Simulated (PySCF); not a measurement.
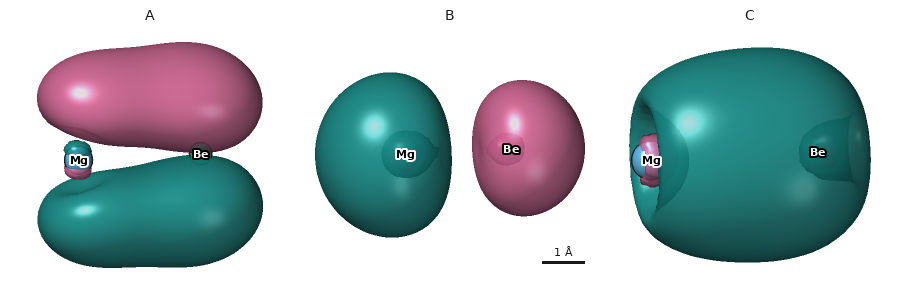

Figure 1: MgBe (charge +1, doublet). Three frontier β-spin orbitals, each drawn at the value that holds 80 % of its norm (teal and pink are the two phases), in no order; of a degenerate pair one member is drawn.

All numbers below come from PBE0/cc-pVDZ(-PP), non-relativistic Hamiltonian with scalar-relativistic core potentials where named, at a bond length of 2.636 Å in PySCF.

Name the orbitals and rank them from lowest to highest energy.

Answer. Orbital C: σ, occupied in this spin, −13.02 eV; shared between the atoms (Mg 40 %, Be 60 %).
Orbital B: σ, empty in this spin, −8.03 eV; shared between the atoms (Mg 65 %, Be 35 %).
Orbital A: π, empty in this spin, −6.55 eV; bonding, with no node between the atoms.
